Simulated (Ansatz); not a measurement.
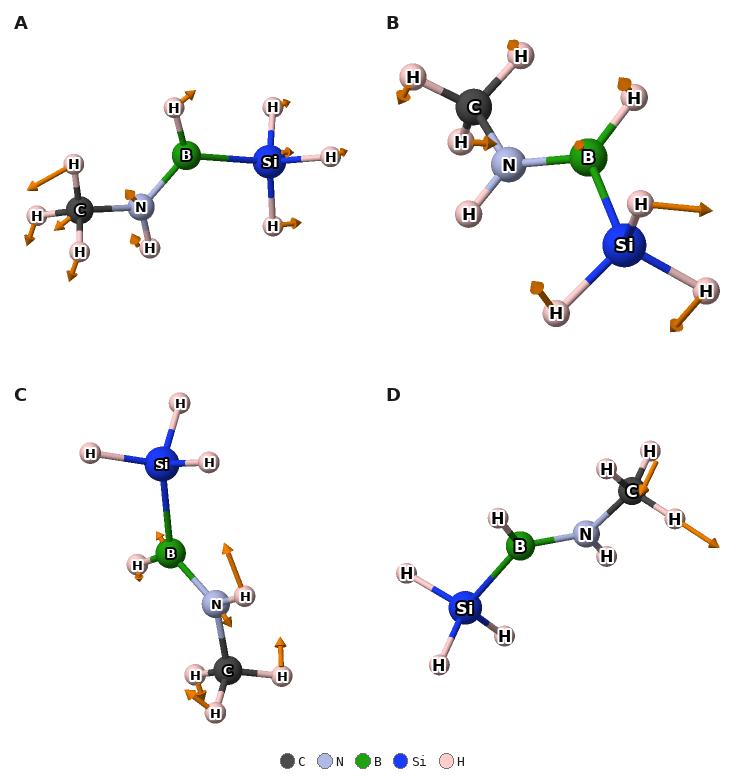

4 normal modes of one molecule or complex, as arrows. Harmonic vibrations computed with RKS PBE0-D4/def2-TZVP (Ansatz 0.2.0) at a stationary point of the same level.

> Match the panels to the wavenumbers 106 cm⁻¹, 360 cm⁻¹, 1560 cm⁻¹, 3095 cm⁻¹.

A: 360 cm⁻¹
B: 106 cm⁻¹, a torsion or out-of-plane motion in which bond lengths and bond angles hardly change
C: 1560 cm⁻¹
D: 3095 cm⁻¹, out-of-phase stretching of 2 C–H bonds
